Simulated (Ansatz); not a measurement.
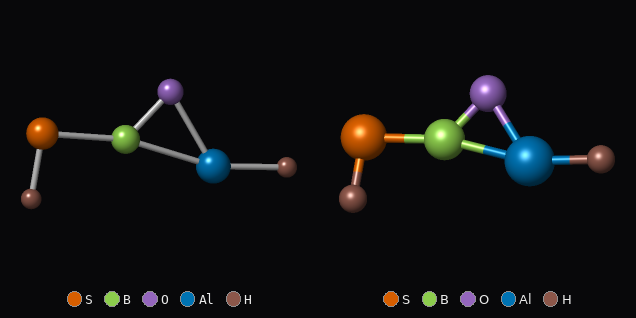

The same structure drawn twice, from different directions.

**Which formula does it have?**

AlBH₂OS, 6 atoms: 1 aluminium, 1 boron, 2 hydrogen, 1 oxygen and 1 sulfur.

**Give a SMILES string for it.**

S[B]1[O][AlH]1

**Count the bonded pairs by element.**

1 B–S, 1 B–O, 1 Al–O, 1 Al–B, 1 S–H, 1 Al–H.

More results for the same structure follow; atom numbers are the same in all pictures, views and colours differ. The geometry was computed by an optimisation with PBE0-D4/def2-TZVP.

**Shape**

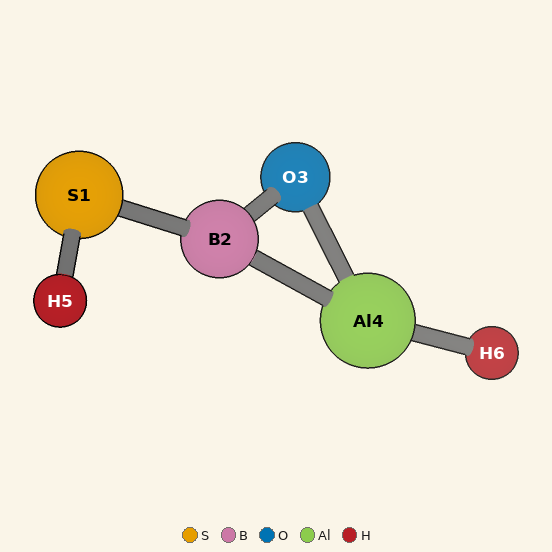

Numbered structure.

What are the angles B2–S1–H5, S1–B2–O3, S1–B2–Al4, O3–B2–Al4, B2–O3–Al4, B2–Al4–O3, B2–Al4–H6, O3–Al4–H6?

```
    angle  degrees
 B2–S1–H5     94.9
 S1–B2–O3    130.4
S1–B2–Al4    167.8
O3–B2–Al4     61.8
B2–O3–Al4     76.8
B2–Al4–O3     41.4
B2–Al4–H6    164.9
O3–Al4–H6    123.5
```

**Charges**

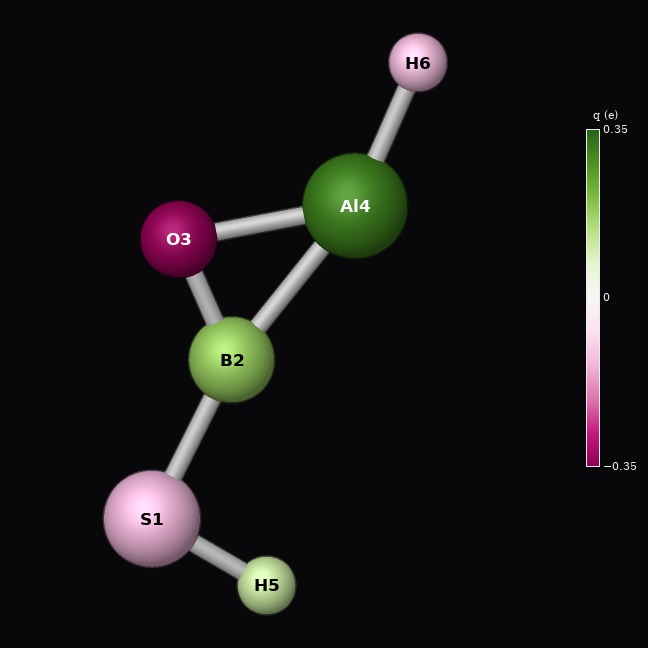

Atoms are coloured by their Mulliken charges. Method: RKS r2SCAN-D4/def2-TZVPP (Ansatz 0.2.0).

Give the Mulliken charges atom by atom.

```tsv
atom	value (e)
S1	−0.14
B2	0.18
O3	−0.34
Al4	0.31
H5	0.11
H6	−0.12
```

**Electronic properties**

Level of theory: RKS B3LYP-D4/def2-TZVPP (Ansatz 0.2.0).

Computed properties:

- dipole moment: 2.41 D
- HOMO energy (Kohn–Sham orbital): −6.10 eV
- LUMO energy (Kohn–Sham orbital): −1.79 eV
- HOMO–LUMO gap: 4.31 eV
- vertical ionisation energy: 8.33 eV

**Vibrations**

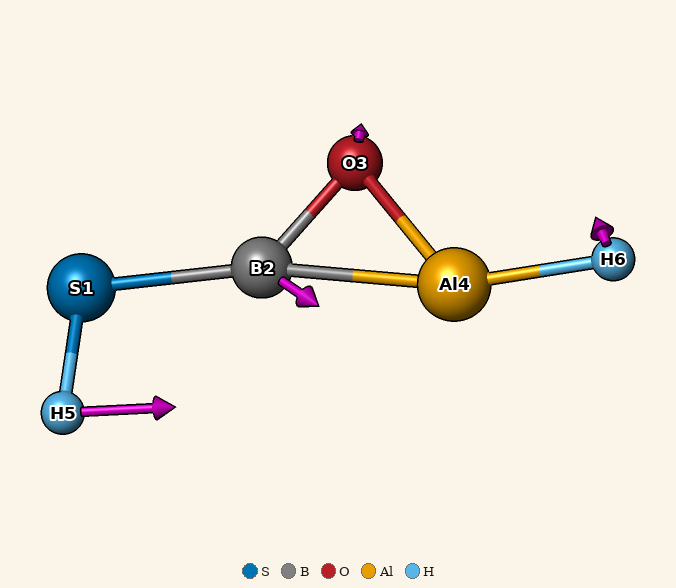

The arrows show one normal mode. Harmonic vibrations computed with RKS PBE0-D4/def2-TZVP (Ansatz 0.2.0) at a stationary point of the same level.

**Estimate its harmonic wavenumber.**

950 cm⁻¹; it is mode 9 of 12 counted from the lowest.

Mulliken values depend strongly on the basis set and can even reverse the polarity of a bond.
